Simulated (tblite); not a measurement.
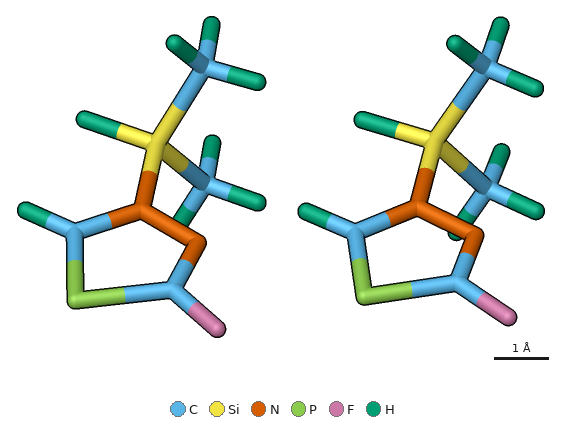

Two geometries of C4H8FN2PSi, drawn at one scale. One is the start of a relaxation, the other its converged end. Style: stick. Shown from a free direction.

Computed with GFN2-xTB geometry optimisation, gas phase (tblite 0.8.0). 

### Which geometry has the lower energy?

The right one is the relaxed one. The largest move after the best rigid fit is that of the F atom, 0.35 Å. Largest moves by element: F 0.35 Å, H 0.22 Å, N 0.21 Å, C 0.19 Å, P 0.17 Å, Si 0.11 Å. Among the contacts that change: C–P 1.834 → 1.719 Å, C–P 1.838 → 1.771 Å, C–Si 1.843 → 1.894 Å, C–N 1.338 → 1.301 Å. Among the angles between lasting bonds that change: Si–N–C 122.8° → 130.3°, C–Si–H 107.5° → 113.5°, Si–N–N 120.8° → 114.8°. The energy falls by 0.523 eV in 61 geometry steps.
